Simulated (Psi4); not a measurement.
**UCAM-B3LYP/pcseg-1 (density fitting) run of GaH2O (SMILES [O][GaH2])**

We compute molecular dynamics of GaH2O. The job is set up through an ASE script.

Program for the calculation: Psi4 1.11.

## Step 1: The structure to begin with

GaH2O has 4 atoms, charge 0, and is taken as a doublet. SMILES: `[O][GaH2]`. Geometry: relaxed at PBE0-D4/def2-TZVP. The run starts from this shape.

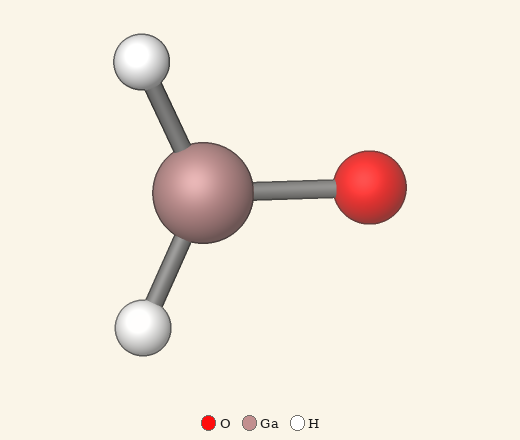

The structure, seen from a chosen angle (oxygen red, gallium pink, hydrogen white).

## Step 2: A short trajectory at UCAM-B3LYP/pcseg-1 (density fitting)

run_ase.py reads:

```python
import numpy as np
from ase.calculators.psi4 import Psi4
from ase import Atoms
from ase import units
from ase.md.velocitydistribution import MaxwellBoltzmannDistribution, Stationary
from ase.md.verlet import VelocityVerlet

a = Atoms(['O', 'Ga', 'H', 'H'], positions=[
    [-0.885700, -0.494600, 1.322100],
    [0.078800, 0.019500, -0.100900],
    [-0.675200, -0.040800, -1.460300],
    [1.537600, 0.455600, 0.218700],
])
calc = Psi4(atoms=a, method='cam-b3lyp', basis='pcseg-1', memory='1600MB', num_threads=1, charge=0, multiplicity=2, label='psi4-calc', reference='uks')
a.calc = calc

MaxwellBoltzmannDistribution(a, temperature_K=600.0, rng=np.random.default_rng(644))
Stationary(a)
dyn = VelocityVerlet(a, 0.5 * units.fs)
def show():
    ep, ek = a.get_potential_energy(), a.get_kinetic_energy()
    print(f'step {dyn.nsteps:3d}  Epot {ep:14.6f}  Ekin {ek:9.6f}  Etot {ep + ek:14.6f} eV  T {a.get_temperature():7.1f} K')
dyn.attach(show)
dyn.run(15)
```

Launch:

```bash
python run_ase.py
```

psi4-calc.dat:

```text
[...]
  Running in c1 symmetry.
[...]
  Nuclear repulsion =   99.114064482905277
[...]
  Multiplicity = 2
[...]
  Nalpha       = 21
  Nbeta        = 20
[...]
    Number of basis functions: 51
[...]
   @DF-UKS iter   1: -2000.44657100067298   -3.57223e+00   1.95148e-02 DIIS/ADIIS
[...]
   @DF-UKS iter  19: -2001.06926223957748   -3.86535e-12   3.34344e-09 DIIS
[...]
   @S^2 Observed:                7.551705297E-01
[...]
    Orbital Energies [Eh]
    ---------------------
    Alpha Occupied:
       1A   -372.536858     2A    -45.941589     3A    -40.722999
       4A    -40.719382     5A    -40.719223     6A    -19.244154
       7A     -5.586523     8A     -3.896420     9A     -3.888979
      10A     -3.886752    11A     -1.068424    12A     -0.948390
      13A     -0.946418    14A     -0.944456    15A     -0.943002
      16A     -0.925356    17A     -0.538195    18A     -0.482544
      19A     -0.418487    20A     -0.410205    21A     -0.383431
    Alpha Virtual:
      22A     -0.027082    23A      0.061461    24A      0.067912
      25A      0.148870    26A      0.186469    27A      0.268156
[...]
  @DF-UKS Final Energy: -2001.06926223957748
   => Energetics <=
    Nuclear Repulsion Energy =             99.1140644829052775
    One-Electron Energy =               -2985.5518565561078503
    Two-Electron Energy =                 950.8013219206844724
    DFT Exchange-Correlation Energy =     -65.4327920870591697
    Empirical Dispersion Energy =           0.0000000000000000
    VV10 Nonlocal Energy =                  0.0000000000000000
    Total Energy =                      -2001.0692622395772560
[...]
 Multipole Moments:
 ------------------------------------------------------------------------------------
     Multipole            Electronic (a.u.)      Nuclear  (a.u.)        Total (a.u.)
 ------------------------------------------------------------------------------------
 L = 1.  Multiply by 2.5417464519 to convert [e a0] to [Debye]
 Dipole X            :          0.2376459            0.1018048            0.3394507
 Dipole Y            :          0.8392184           -0.4480864            0.3911320
 Dipole Z            :         -0.9055976            0.2496441           -0.6559535
 Magnitude           :                                                    0.8357548
[...]
  -Total Gradient:
     Atom            X                  Y                   Z
    ------   -----------------  -----------------  -----------------
       1        0.021727974637     0.007069701707    -0.025396254384
       2       -0.032028945451     0.002216303145     0.026111962644
       3       -0.000323898139    -0.007339805485    -0.005915598896
       4        0.010647465774    -0.001906082799     0.005167925724
[...]
```

On the terminal:

```text
step   0  Epot  -54452.003418  Ekin  0.478337  Etot  -54451.525081 eV  T   925.1 K
step   1  Epot  -54451.997333  Ekin  0.472298  Etot  -54451.525034 eV  T   913.5 K
step   2  Epot  -54451.986673  Ekin  0.461711  Etot  -54451.524963 eV  T   893.0 K
step   3  Epot  -54451.972633  Ekin  0.447754  Etot  -54451.524879 eV  T   866.0 K
step   4  Epot  -54451.956586  Ekin  0.431791  Etot  -54451.524795 eV  T   835.1 K
step   5  Epot  -54451.939905  Ekin  0.415182  Etot  -54451.524723 eV  T   803.0 K
step   6  Epot  -54451.923809  Ekin  0.399145  Etot  -54451.524664 eV  T   772.0 K
step   7  Epot  -54451.909283  Ekin  0.384654  Etot  -54451.524630 eV  T   744.0 K
step   8  Epot  -54451.896999  Ekin  0.372385  Etot  -54451.524614 eV  T   720.2 K
step   9  Epot  -54451.887316  Ekin  0.362698  Etot  -54451.524619 eV  T   701.5 K
step  10  Epot  -54451.880274  Ekin  0.355634  Etot  -54451.524640 eV  T   687.8 K
step  11  Epot  -54451.875627  Ekin  0.350948  Etot  -54451.524680 eV  T   678.8 K
step  12  Epot  -54451.872867  Ekin  0.348135  Etot  -54451.524732 eV  T   673.3 K
step  13  Epot  -54451.871281  Ekin  0.346488  Etot  -54451.524793 eV  T   670.1 K
step  14  Epot  -54451.870015  Ekin  0.345158  Etot  -54451.524858 eV  T   667.6 K
step  15  Epot  -54451.868156  Ekin  0.343237  Etot  -54451.524919 eV  T   663.9 K
```

Wall time 1.9 min (1 thread of Intel Xeon Platinum 8375C at 2.90GHz (Ice Lake), shared host); peak memory 0.58 GiB.

Steps, from the record of the run:

| step | potential energy change (eV) | largest force (eV/Å) |
| --- | --- | --- |
| 0 | 0.0000 | 0.6000 |
| 1 | 0.0061 | 0.8103 |
| 2 | 0.0167 | 1.0511 |
| 3 | 0.0308 | 1.2826 |
| 4 | 0.0468 | 1.4902 |
| 5 | 0.0635 | 1.6689 |
| 6 | 0.0796 | 1.8175 |
| 7 | 0.0941 | 1.9370 |
| 8 | 0.1064 | 2.0292 |
| 9 | 0.1161 | 2.0968 |
| 10 | 0.1231 | 2.1421 |
| 11 | 0.1278 | 2.1677 |
| 12 | 0.1306 | 2.1761 |
| 13 | 0.1321 | 2.1700 |
| 14 | 0.1334 | 2.1526 |
| 15 | 0.1353 | 2.1280 |

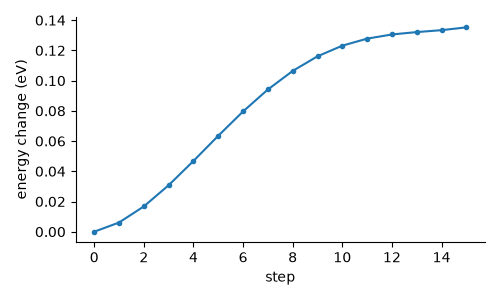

Energy along the run.

## Step 3: What came out

At UCAM-B3LYP/pcseg-1 (density fitting):

| quantity | value |
| --- | --- |
| potential energy of the last frame | -2001.06926 Eh |
